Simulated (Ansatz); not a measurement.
Bands of a (10,0) SiC nanotube, along its axis.

Level of theory: PBE (plane waves to 420 eV, PAW; Ansatz, a program for electronic structure). Mesh 1×1×6. No spin polarisation. It repeats along c; a and b span vacuum. A hypothetical model, rolled from the flat sheet. Symmetry and one short period hold its shape; lower forms weren't sought.

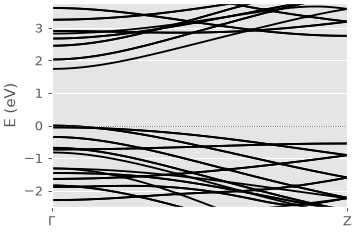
Fig. 1. Bands from the zone centre to the zone edge (period 5.35 Å); the dotted line marks the highest filled level

**Question.** Is it a metal or a semiconductor at this level? Give what the bands show.

**Answer.** A semiconductor in PBE.
| Item | Result |
|---|---|
| PBE gap | 1.74 eV, direct at Γ |
